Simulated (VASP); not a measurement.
# Sr3V2O8 with rev-vdW-DF2 + U: from relaxation to properties, part 2 of 6

How well does rev-vdW-DF2 + U reproduce what experiment finds for Sr3V2O8? The cell is relaxed first, and properties follow on it. Left out of this account: 2 further runs (self-consistent run: a volume scan without its fit). The start is a cell from a database of measured crystal structures.

VASP 6.6.1; rev-vdW-DF2, DFT+U (V d 3 eV), spin-polarised from a ferromagnetic start; plane waves and PAW (Sr_sv, V_sv, O).

So far: Set-up; Full relaxation (rev-vdW-DF2 + U).

### 2. Full relaxation (rev-vdW-DF2 + U) (continued)

Parts of OUTCAR (step 2):

```text
ion  position               nearest neighbor table
   1  0.000  0.000  0.000-   9 2.62  13 2.62  10 2.62  11 2.62  12 2.62   8 2.62   6 3.25   7 3.25
                             6 3.25   6 3.25   7 3.25   7 3.25   4 3.55   5 3.55   5 3.55   4 3.55
   2  0.797  0.797  0.392-   6 2.46   9 2.66   8 2.66  10 2.66  12 2.88  11 2.88  11 2.88  12 2.88
                            13 2.88  13 2.88   5 3.45   5 3.45   5 3.45   3 3.55   3 3.55   3 3.55
   3  0.203  0.203  0.608-   7 2.46  13 2.66  12 2.66  11 2.66   8 2.88  10 2.88  10 2.88   8 2.88
                             9 2.88   9 2.88   4 3.45   4 3.45   4 3.45   2 3.55   2 3.55   2 3.55
   4  0.594  0.594  0.783-   6 1.62   9 1.66   8 1.66  10 1.66   3 3.45   3 3.45   3 3.45   1 3.55
                             1 3.55   1 3.55
   5  0.406  0.406  0.217-   7 1.62  13 1.66  12 1.66  11 1.66   2 3.45   2 3.45   2 3.45   1 3.55
                             1 3.55   1 3.55
   6  0.675  0.675  0.025-   4 1.62   2 2.46   1 3.25   1 3.25   1 3.25
   7  0.325  0.325  0.975-   5 1.62   3 2.46   1 3.25   1 3.25   1 3.25
   8  0.727  0.245  0.700-   4 1.66   1 2.62   2 2.66   3 2.88   3 2.88
   9  0.727  0.727  0.700-   4 1.66   1 2.62   2 2.66   3 2.88   3 2.88
  10  0.245  0.727  0.700-   4 1.66   1 2.62   2 2.66   3 2.88   3 2.88
  11  0.273  0.755  0.300-   5 1.66   1 2.62   3 2.66   2 2.88   2 2.88
  12  0.755  0.273  0.300-   5 1.66   1 2.62   3 2.66   2 2.88   2 2.88
  13  0.273  0.273  0.300-   5 1.66   1 2.62   3 2.66   2 2.88   2 2.88

  LATTYP: Found a trigonal (rhomboedric) cell.
 ALAT       =     7.4445979965
 COS(alpha) =     0.7149136125

 Subroutine GETGRP returns: Found 12 space group operations
 (whereof 12 operations were pure point group operations)

The static configuration has the point symmetry D_3d.

 Found     13 irreducible k-points:

   k-points           NKPTS =     13   k-points in BZ     NKDIM =     13   number of bands    NBANDS=     74

   dimension x,y,z NGX =    42 NGY =   42 NGZ =   56
   dimension x,y,z NGXF=    84 NGYF=   84 NGZF=  112

   ENCUT  =  520.0 eV  38.22 Ry    6.18 a.u.  10.45 10.45 13.84*2*pi/ulx,y,z

   NELECT =     104.0000    total number of electrons

 k-points in reciprocal lattice and weights: Automatic mesh
   0.00000000  0.00000000  0.00000000       0.016
   0.25000000  0.00000000  0.00000000       0.094
   0.50000000  0.00000000  0.00000000       0.047
   0.25000000  0.25000000  0.00000000       0.094
   0.50000000  0.25000000  0.00000000       0.188
  -0.25000000  0.25000000  0.00000000       0.094
   0.50000000  0.50000000  0.00000000       0.047
   0.00000000  0.00000000  0.25000000       0.031
   0.25000000  0.00000000  0.25000000       0.094
   0.50000000  0.00000000  0.25000000       0.094
   0.25000000  0.25000000  0.25000000       0.094
   0.50000000  0.25000000  0.25000000       0.094
   0.00000000  0.00000000  0.50000000       0.016

atom =   4  type =  2  l = 2

 onsite density matrix

spin component  1

  0.3278 -0.0000 -0.0000  0.0761  0.0000
 -0.0000  0.2905 -0.0000 -0.0000  0.0761
 -0.0000 -0.0000  0.3858  0.0000 -0.0000
  0.0761 -0.0000  0.0000  0.2905 -0.0000
  0.0000  0.0761 -0.0000 -0.0000  0.3278

spin component  2

 occupancies and eigenvectors

  o =  0.2308  v =  0.0000  0.0000  0.0000  0.0000  0.0000  0.0000  0.7867 -0.0000 -0.0000 -0.6173      0.0000  0.0000  0.0000  0.0000  0.0000  0.0000  0.0000  0.0000  0.0000  0.0000
  o =  0.2308  v =  0.0000  0.0000  0.0000  0.0000  0.0000 -0.6173  0.0000 -0.0000  0.7867 -0.0000      0.0000  0.0000  0.0000  0.0000  0.0000  0.0000  0.0000  0.0000  0.0000  0.0000
  o =  0.2308  v = -0.0000 -0.7867  0.0000  0.0000  0.6173  0.0000  0.0000  0.0000  0.0000  0.0000      0.0000  0.0000  0.0000  0.0000  0.0000  0.0000  0.0000  0.0000  0.0000  0.0000
  o =  0.2308  v = -0.6173  0.0000 -0.0000  0.7867 -0.0000  0.0000  0.0000  0.0000  0.0000  0.0000      0.0000  0.0000  0.0000  0.0000  0.0000  0.0000  0.0000  0.0000  0.0000  0.0000
  o =  0.3858  v =  0.0000  0.0000  0.0000  0.0000  0.0000  0.0000 -0.0000 -1.0000  0.0000 -0.0000      0.0000  0.0000  0.0000  0.0000  0.0000  0.0000  0.0000  0.0000  0.0000  0.0000
  o =  0.3858  v =  0.0000 -0.0000 -1.0000  0.0000 -0.0000  0.0000  0.0000  0.0000  0.0000  0.0000      0.0000  0.0000  0.0000  0.0000  0.0000  0.0000  0.0000  0.0000  0.0000  0.0000
  o =  0.3875  v =  0.0000  0.0000  0.0000  0.0000  0.0000 -0.0000 -0.6173  0.0000 -0.0000 -0.7867      0.0000  0.0000  0.0000  0.0000  0.0000  0.0000  0.0000  0.0000  0.0000  0.0000
  o =  0.3875  v =  0.0000  0.0000  0.0000  0.0000  0.0000  0.7867 -0.0000  0.0000  0.6173 -0.0000      0.0000  0.0000  0.0000  0.0000  0.0000  0.0000  0.0000  0.0000  0.0000  0.0000
  o =  0.3875  v = -0.0000 -0.6173  0.0000 -0.0000 -0.7867  0.0000  0.0000  0.0000  0.0000  0.0000      0.0000  0.0000  0.0000  0.0000  0.0000  0.0000  0.0000  0.0000  0.0000  0.0000
  o =  0.3875  v =  0.7867 -0.0000  0.0000  0.6173 -0.0000  0.0000  0.0000  0.0000  0.0000  0.0000      0.0000  0.0000  0.0000  0.0000  0.0000  0.0000  0.0000  0.0000  0.0000  0.0000

atom =   5  type =  2  l = 2

 onsite density matrix

spin component  1

spin component  2

 occupancies and eigenvectors

 average (electrostatic) potential at core
       1 -36.6036       2 -36.5846       3 -36.5846       4 -78.5808       5 -78.5808
       6 -71.7189       7 -71.7189       8 -71.7895       9 -71.7895      10 -71.7895
      11 -71.7895      12 -71.7895      13 -71.7895

 E-fermi :   1.8653

 spin component 1
 k-point     1 :       0.0000    0.0000    0.0000
  band No.  band energies     occupation
    ...
     48       1.0337      1.00000
     49       1.1580      1.00000
     50       1.1580      1.00000
     51       1.2301      1.00000
     52       1.4899      1.00000
     53       5.4887      0.00000
     54       5.4887      0.00000
     55       5.5252      0.00000
     56       5.5252      0.00000
     57       6.3444      0.00000
    ...

 k-point     2 :       0.2500    0.0000    0.0000
  band No.  band energies     occupation
    ...
     48       1.0239      1.00000
     49       1.1055      1.00000
     50       1.1326      1.00000
     51       1.1953      1.00000
     52       1.2652      1.00000
     53       5.3906      0.00000
     54       5.5436      0.00000
     55       5.6218      0.00000
     56       5.6793      0.00000
     57       6.4459      0.00000
    ...

 k-point     3 :       0.5000    0.0000    0.0000
  band No.  band energies     occupation
    ...
     48       0.8545      1.00000
     49       0.9711      1.00000
     50       1.0872      1.00000
     51       1.1983      1.00000
     52       1.2659      1.00000
     53       5.2419      0.00000
     54       5.6497      0.00000
     55       5.7277      0.00000
     56       5.8378      0.00000
     57       6.2058      0.00000
    ...

 k-point     4 :       0.2500    0.2500    0.0000
  band No.  band energies     occupation
    ...
     48       0.9486      1.00000
     49       1.0691      1.00000
     50       1.2015      1.00000
     51       1.2148      1.00000
     52       1.3425      1.00000
     53       5.4686      0.00000
     54       5.5389      0.00000
     55       5.5692      0.00000
     56       5.6507      0.00000
     57       6.3653      0.00000
    ...

 k-point     5 :       0.5000    0.2500    0.0000
  band No.  band energies     occupation
    ...
     48       0.9209      1.00000
     49       1.0133      1.00000
     50       1.1036      1.00000
     51       1.1893      1.00000
     52       1.2918      1.00000
     53       5.3930      0.00000
     54       5.5503      0.00000
     55       5.6691      0.00000
     56       5.7387      0.00000
     57       6.2907      0.00000
    ...

 k-point     6 :      -0.2500    0.2500    0.0000
  band No.  band energies     occupation
    ...
     48       0.9204      1.00000
     49       1.0058      1.00000
     50       1.0867      1.00000
     51       1.1706      1.00000
     52       1.2217      1.00000
     53       5.3908      0.00000
     54       5.5297      0.00000
     55       5.7093      0.00000
     56       5.7590      0.00000
     57       6.3184      0.00000
    ...

Total vdW correction in eV:     17.8635947

  Total        0.0243802      0.0243802      0.0497148     -0.0000000      0.0000000      0.0000000
  in kB        0.2112143      0.2112143      0.4306959     -0.0000000      0.0000000      0.0000000
  external PRESSURE =       0.2843748 kB  Pullay stress =       0.0000000 kB

  energy-cutoff  :      520.00
  volume of cell :      184.94
      direct lattice vectors                 reciprocal lattice vectors
     2.815395351  4.876407791 -0.000000000     0.177594951  0.102534493  0.049490609
    -2.815395351  4.876407791 -0.000000000    -0.177594951  0.102534493  0.049490609
    -0.000000000 -3.250938528  6.735284574     0.000000000  0.000000000  0.148471826

 POSITION                                       TOTAL-FORCE (eV/Angst)
 -----------------------------------------------------------------------------------
     -0.00000      0.00000      0.00000        -0.000000     -0.000000      0.000000
     -0.00000      6.50188      2.65969        -0.000000      0.000000     -0.002470
     -0.00000     -0.00000      4.07560        -0.000000     -0.000000      0.002470
     -0.00000      3.25094      5.26733        -0.000000      0.000000     -0.003555
     -0.00000      3.25094      1.46795        -0.000000     -0.000000      0.003555
     -0.00000      6.50188      0.24799        -0.000000     -0.000000      0.005023
     -0.00000     -0.00000      6.48729        -0.000000      0.000000     -0.005023
      1.41287      2.43522      4.67922         0.006968     -0.004023     -0.002814
     -0.00000      4.88238      4.67922        -0.000000      0.008045     -0.002814
     -1.41287      2.43522      4.67922        -0.006968     -0.004023     -0.002814
     -1.41287      4.06666      2.05607        -0.006968      0.004023      0.002814
      1.41287      4.06666      2.05607         0.006968      0.004023      0.002814
     -0.00000      1.61949      2.05607        -0.000000     -0.008045      0.002814
 -----------------------------------------------------------------------------------
    total drift:                                0.000000     -0.000000     -0.000000

  FREE ENERGIE OF THE ION-ELECTRON SYSTEM (eV)
  ---------------------------------------------------
  free  energy   TOTEN  =       -72.2281606940 eV

  energy  without entropy=      -72.2281606940  energy(sigma->0) =      -72.22816069

Total vdW correction in eV:     17.8636034

 reached required accuracy - stopping structural energy minimisation

 total charge
# of ion       s       p       d       tot
------------------------------------------
    1        1.992   5.753   0.171   7.916
    2        1.996   5.764   0.196   7.955
    3        1.996   5.764   0.196   7.955
    4        2.416   6.446   3.195  12.056
    5        2.416   6.446   3.195  12.056
    6        1.573   3.425   0.000   4.998
    7        1.573   3.425   0.000   4.998
    8        1.570   3.442   0.000   5.012
    9        1.570   3.442   0.000   5.012
   10        1.570   3.442   0.000   5.012
   11        1.570   3.442   0.000   5.012
   12        1.570   3.442   0.000   5.012
   13        1.570   3.442   0.000   5.012
--------------------------------------------------
tot         23.377  57.674   6.952  88.003

 magnetization (x)
# of ion       s       p       d       tot
------------------------------------------
    1        0.000  -0.000   0.000   0.000
    2        0.000  -0.000  -0.000  -0.000
    3        0.000  -0.000  -0.000  -0.000
    4       -0.000  -0.000   0.000   0.000
    5       -0.000  -0.000   0.000   0.000
    6        0.000   0.000   0.000   0.000
    7        0.000   0.000   0.000   0.000
    8       -0.000  -0.000   0.000  -0.000
    9       -0.000  -0.000   0.000  -0.000
   10       -0.000  -0.000   0.000  -0.000
   11       -0.000  -0.000   0.000  -0.000
   12       -0.000  -0.000   0.000  -0.000
   13       -0.000  -0.000   0.000  -0.000
--------------------------------------------------
tot          0.000  -0.000   0.000  -0.000

[... 1 further part left out ...]
```

The moments of the start collapse, so the state is non-magnetic; other starts or orders were not tried. The gap is read on the k-mesh alone, so it is an upper bound where the band edges lie off the mesh. The PAW data sets were made with PBE, which is usual practice but a small mismatch for other functionals. The run keeps the 12 symmetry operations of its start, so it cannot find a distortion of lower symmetry.

Step by step:

```csv
step,energy less that of the first step (eV),largest force (eV/Å),pressure (GPa),volume (Å³)
1,0.0000,4.7752,11.75,183.35
2,3.3920,4.8268,-19.61,212.19
3,-1.0718,0.9584,-2.90,191.41
4,-1.0821,0.8605,-1.99,190.75
5,-1.0828,0.8264,-1.68,190.53
6,-1.0587,2.0642,-1.09,187.55
7,-1.1212,0.3946,-1.51,189.21
8,-1.1503,0.1222,0.01,185.52
9,-1.1507,0.1209,0.24,185.03
10,-1.1528,0.1272,-0.20,185.15
11,-1.1528,0.1278,-0.20,185.15
12,-1.1541,0.0589,-0.06,184.93
13,-1.1541,0.0673,-0.09,184.92
14,-1.1541,0.0517,0.12,184.75
15,-1.1542,0.0101,0.04,184.84
16,-1.1543,0.0112,0.01,184.88
17,-1.1543,0.0189,-0.01,184.92
18,-1.1543,0.0124,-0.02,184.94
19,-1.1543,0.0135,-0.03,184.97
20,-1.1543,0.0109,-0.06,184.96
21,-1.1543,0.0109,0.01,184.93
22,-1.1543,0.0085,0.03,184.94
```

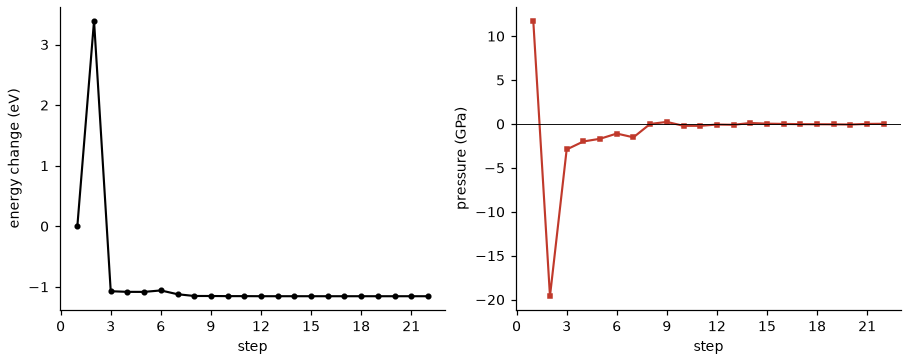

Energy and pressure along the relaxation.

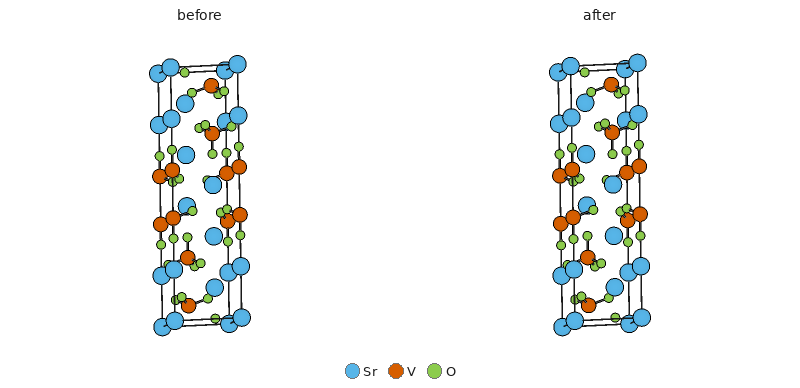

Before and after, at one scale.

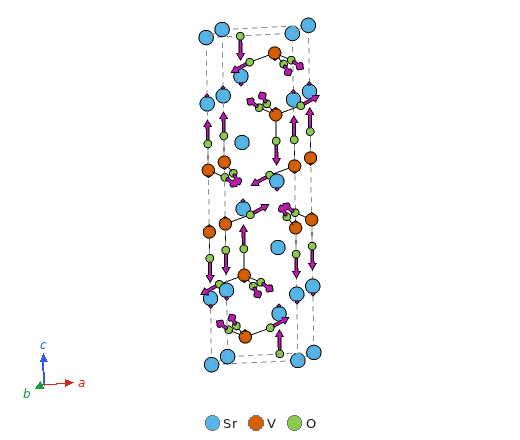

Displacements in the relaxation, exaggerated, measured against the changing cell; the longest in the cell stands for 0.08 Å. Some periodic images of atoms are drawn too.

```csv
"conventional cell, symmetrised",before,after,change
a (Å),5.621,5.631,+0.2 %
b (Å),5.621,5.631,+0.2 %
c (Å),20.100,20.206,+0.5 %
volume (Å³/atom),14.10,14.23,+0.9 %
```

The atoms that moved most (Å, as changes of fractional coordinates times the final cell):

```csv
atom,dx,dy,dz,length
O7,0.000,0.000,-0.082,0.082
O6,0.000,0.000,0.082,0.082
O13,0.000,-0.064,0.035,0.072
O9,0.000,0.064,-0.035,0.072
O11,-0.055,0.032,0.035,0.072
O12,0.055,0.032,0.035,0.072
O8,0.055,-0.032,-0.035,0.072
O10,-0.055,-0.032,-0.035,0.072
```

The relaxed structure:

```cif
data_structure
_symmetry_space_group_name_H-M 'P 1'
_symmetry_Int_Tables_number 1
_cell_length_a 5.6308
_cell_length_b 5.6308
_cell_length_c 7.4788
_cell_angle_alpha 112.114
_cell_angle_beta 112.114
_cell_angle_gamma 60.000
_cell_volume 184.94
loop_
_atom_site_label
_atom_site_type_symbol
_atom_site_fract_x
_atom_site_fract_y
_atom_site_fract_z
_atom_site_occupancy
Sr1 Sr 0.00000 0.00000 0.00000 1
Sr2 Sr 0.79830 0.79830 0.39489 1
Sr3 Sr 0.20170 0.20170 0.60511 1
V4 V 0.59402 0.59402 0.78205 1
V5 V 0.40598 0.40598 0.21795 1
O6 O 0.67894 0.67894 0.03682 1
O7 O 0.32106 0.32106 0.96318 1
O8 O 0.73219 0.23035 0.69473 1
O9 O 0.73219 0.73219 0.69473 1
O10 O 0.23035 0.73219 0.69473 1
O11 O 0.26781 0.76965 0.30527 1
O12 O 0.76965 0.26781 0.30527 1
O13 O 0.26781 0.26781 0.30527 1
```

Numbers from this step:

```yaml
electrons: 104
bands: 74
irreducible_k_points: 13
symmetry_operations: 12
free_energy_toten: -72.2282 eV
fermi_energy: 1.865 eV
pressure: 0.02844 GPa
metallic: no
valence_top_at_k: 0, 0, 0
conduction_bottom_at_k: 0.5, 0, 0
least_direct_gap_at_k: 0.25, 0, 0.25
scf_cycles_over_all_ionic_steps: 168
gap_on_the_k_mesh: 3.752 eV
least_direct_gap_on_the_k_mesh: 3.940 eV
```

The spin moment in the PAW sphere vanishes on all atoms.

It ends with a largest force of 0.009 eV/Å and a pressure of 0.03 GPa. The volume lies +0.9 % from that of the database's start.

(Continued in part 3 of 6.)

[Lines on the potential files, build, host, timing and source positions are cut from VASP's logs without a mark.]

[Logs are printed without paths, hosts, clocks, repeated set-up lines and the standing remarks that a program may print on its own settings, such as how far it seeks lower states.]

[Hosts, paths, dates, database ids (printed as entryN), source tags and the programs' standing remarks are cut or masked in the printed files.]

[A measured line is paired with the nearest computed mode of its activity, which favours agreement.]

[In band tables of VASP the shares of atoms and orbitals are scaled to a sum of 1 inside the atoms' spheres.]
